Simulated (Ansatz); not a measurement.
**Single-point calculation, with input and output: C16H10**

C16H10, computed with RKS wPBEh/6-31G* (Ansatz 0.2.0).

The geometry comes from this level: PBE-D4/def2-SVP. Figures and captions count atoms from 1; the log counts them from 0 in places.

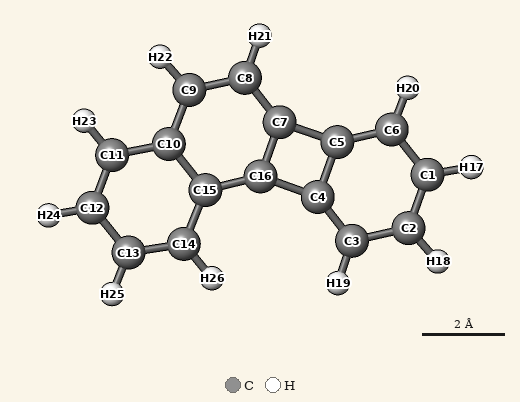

Figure 1. The structure (ball-and-stick view, seen at a tilt; atoms are numbered from 1 in the order of the input). Bond lengths as drawn: C–C 1.38 to 1.51 Å and C–H 1.10 Å.

Summary:

```json
{"quantity": "outcome", "value": "converged"}
{"quantity": "total energy", "value": "−16735.0209 eV"}
{"quantity": "SCF solution under orbital rotations", "value": "stable"}
{"quantity": "largest force (length of the vector)", "value": "0.521 eV/Å"}
{"quantity": "dipole moment", "value": "0.38 D"}
{"quantity": "hardware", "value": "4 threads of Arm Neoverse V1, 23 GiB of memory available, shared host"}
{"quantity": "wall time", "value": "14 s (CPU time 53 s)"}
{"quantity": "peak memory", "value": "1.2 GiB"}
```

Input:
```yaml
crystal:
  periodic: [false, false, false]
  atoms:
    - {symbol: C, position_ang: [4.256090, 0.357083, 0.095064]}
    - {symbol: C, position_ang: [3.895524, -0.988242, 0.195940]}
    - {symbol: C, position_ang: [2.527688, -1.406860, 0.191944]}
    - {symbol: C, position_ang: [1.591583, -0.398147, 0.080607]}
    - {symbol: C, position_ang: [1.962384, 0.984957, -0.023573]}
    - {symbol: C, position_ang: [3.279262, 1.396659, -0.019674]}
    - {symbol: C, position_ang: [0.496652, 1.360955, -0.097149]}
    - {symbol: C, position_ang: [-0.450980, 2.383032, -0.209520]}
    - {symbol: C, position_ang: [-1.797703, 1.980707, -0.216514]}
    - {symbol: C, position_ang: [-2.193856, 0.616071, -0.115281]}
    - {symbol: C, position_ang: [-3.571215, 0.235892, -0.125076]}
    - {symbol: C, position_ang: [-3.948372, -1.092941, -0.026501]}
    - {symbol: C, position_ang: [-2.965812, -2.120593, 0.088524]}
    - {symbol: C, position_ang: [-1.619106, -1.804241, 0.101426]}
    - {symbol: C, position_ang: [-1.196117, -0.443199, 0.002210]}
    - {symbol: C, position_ang: [0.135976, -0.002964, 0.005226]}
    - {symbol: H, position_ang: [5.323105, 0.627822, 0.103706]}
    - {symbol: H, position_ang: [4.685741, -1.749788, 0.282382]}
    - {symbol: H, position_ang: [2.263986, -2.471829, 0.272345]}
    - {symbol: H, position_ang: [3.586027, 2.450205, -0.098418]}
    - {symbol: H, position_ang: [-0.178247, 3.445499, -0.289889]}
    - {symbol: H, position_ang: [-2.590685, 2.740264, -0.302563]}
    - {symbol: H, position_ang: [-4.334663, 1.025160, -0.212333]}
    - {symbol: H, position_ang: [-5.015145, -1.363829, -0.036536]}
    - {symbol: H, position_ang: [-3.287358, -3.170620, 0.164018]}
    - {symbol: H, position_ang: [-0.854757, -2.591049, 0.189657]}
basis:
  gaussian: {orbitals: "6-31G*"}
hamiltonian: {xc: {name: wPBEh}}
output: {forces: true}
```

Run as:
```bash
ansatz run in.yaml --threads 4 --pin off --events-out ev --progress --plain --max-ram 9574MiB
```

What the program printed:
```
Functional definition: wPBEh
  name "wPBEh"
  cite "Heyd, Scuseria & Ernzerhof, J. Chem. Phys. 118, 8207 (2003) doi:10.1063/1.1564060"
  cite "Krukau, Vydrov, Izmaylov & Scuseria, J. Chem. Phys. 125, 224106 (2006) doi:10.1063/1.2404663"
  cite "Heyd & Scuseria, J. Chem. Phys. 120, 7274 (2004) doi:10.1063/1.1668634"
  cite "Ernzerhof & Perdew, J. Chem. Phys. 109, 3313 (1998) doi:10.1063/1.476928"
  cite "Perdew, Burke & Ernzerhof, Phys. Rev. Lett. 77, 3865 (1996) doi:10.1103/PhysRevLett.77.3865"
  parent pbe
  parameter a = 0.25
  parameter omega = 0.11/bohr
  exchange = wpbe_x - a*pbe_x_sr(omega) + a*exact_x_sr(omega)
  correlation = pbe_c
2641 factors; integrals over basis functions are off by at most 1.6e-3 eV
204 factors; integrals over basis functions are off by at most 2.4e-7 eV
mean field evaluation 1: about -16723.7434 eV, gradient 6.3e1 eV
mean field evaluation 2: about -16724.9250 eV, gradient 6.0e1 eV
mean field evaluation 4: about -16734.0994 eV, gradient 7.1e0 eV
mean field evaluation 8: about -16735.0140 eV, gradient 1.6e0 eV
mean field evaluation 16: about -16735.0208 eV, gradient 1.2e-3 eV
mean field -16735.02084785 eV, -615.0006727541 hartree, gradient 3.7e-5 eV, S^2 0.000000; 0 other end points of the search recorded, 0 dependent functions left out
the calculation of the forces begins
reference -16735.02088606 eV, -615.0006741580 hartree; 53, 53 occupied and 207, 207 virtual orbitals, 2641 factors
Total energy: -16735.02088606 eV, -615.0006741580 hartree
Atom 0 at     4.256090     0.357083     0.095064 Å, force    -0.037324    -0.169379     0.010434 eV/Å
Atom 1 at     3.895524    -0.988242     0.195940 Å, force     0.051554     0.169265    -0.004755 eV/Å
Atom 2 at     2.527688    -1.406860     0.191944 Å, force    -0.133269     0.180200    -0.026904 eV/Å
Atom 3 at     1.591583    -0.398147     0.080607 Å, force     0.390595     0.168902    -0.001724 eV/Å
Atom 4 at     1.962384     0.984957    -0.023573 Å, force     0.226069    -0.345272     0.036834 eV/Å
Atom 5 at     3.279262     1.396659    -0.019674 Å, force    -0.193611    -0.079209     0.001775 eV/Å
Atom 6 at     0.496652     1.360955    -0.097149 Å, force    -0.289204    -0.429540     0.026404 eV/Å
Atom 7 at    -0.450980     2.383032    -0.209520 Å, force    -0.110841    -0.084218    -0.001238 eV/Å
Atom 8 at    -1.797703     1.980707    -0.216514 Å, force     0.102421     0.012831     0.006434 eV/Å
Atom 9 at    -2.193856     0.616071    -0.115281 Å, force     0.146575    -0.046519     0.008822 eV/Å
Atom 10 at    -3.571215     0.235892    -0.125076 Å, force    -0.116090    -0.205548     0.016954 eV/Å
Atom 11 at    -3.948372    -1.092941    -0.026501 Å, force     0.007819     0.255914    -0.018179 eV/Å
Atom 12 at    -2.965812    -2.120593     0.088524 Å, force     0.257231     0.010882    -0.009753 eV/Å
Atom 13 at    -1.619106    -1.804241     0.101426 Å, force    -0.228093    -0.100908     0.013333 eV/Å
Atom 14 at    -1.196117    -0.443199     0.002210 Å, force    -0.016152     0.136359    -0.016808 eV/Å
Atom 15 at     0.135976    -0.002964     0.005226 Å, force    -0.041494     0.517922    -0.043206 eV/Å
Atom 16 at     5.323105     0.627822     0.103706 Å, force    -0.486080    -0.123329    -0.004781 eV/Å
Atom 17 at     4.685741    -1.749788     0.282382 Å, force    -0.359884     0.346365    -0.040195 eV/Å
Atom 18 at     2.263986    -2.471829     0.272345 Å, force     0.123769     0.475783    -0.034427 eV/Å
Atom 19 at     3.586027     2.450205    -0.098418 Å, force    -0.144246    -0.473309     0.035652 eV/Å
Atom 20 at    -0.178247     3.445499    -0.289889 Å, force    -0.125743    -0.479532     0.037374 eV/Å
Atom 21 at    -2.590685     2.740264    -0.302563 Å, force     0.355610    -0.330462     0.036708 eV/Å
Atom 22 at    -4.334663     1.025160    -0.212333 Å, force     0.331154    -0.351431     0.035795 eV/Å
Atom 23 at    -5.015145    -1.363829    -0.036536 Å, force     0.484612     0.130264     0.005394 eV/Å
Atom 24 at    -3.287358    -3.170620     0.164018 Å, force     0.154689     0.476478    -0.029538 eV/Å
Atom 25 at    -0.854757    -2.591049     0.189657 Å, force    -0.350067     0.337491    -0.040405 eV/Å
Dipole moment:    -0.078699    -0.001829    -0.002508 e Å
```

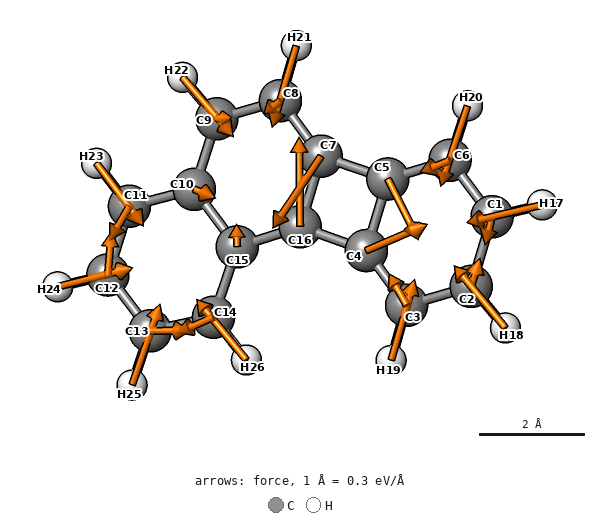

Figure 2. Forces on the atoms as orange arrows (ball-and-stick view, seen at a tilt; atoms are numbered from 1 in the order of the input). The largest act on C7, C16 (0.52 eV/Å); H17, H18, H20, H21, H24, H25 (0.50 eV/Å); H19, H22, H26 (0.49 eV/Å); H23 (0.48 eV/Å), among others. The geometry is not a stationary point of this energy.

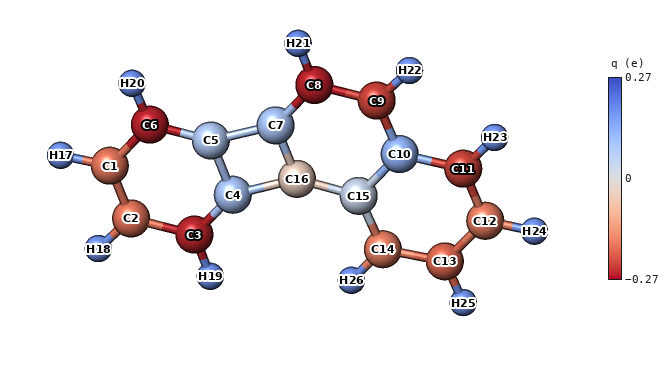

Figure 3. Mulliken charges, as the colour of each atom (ball-and-stick view, seen at an oblique angle; atoms are numbered from 1 in the order of the input). By element: C −0.25 to +0.12 and H +0.17 to +0.18 e.
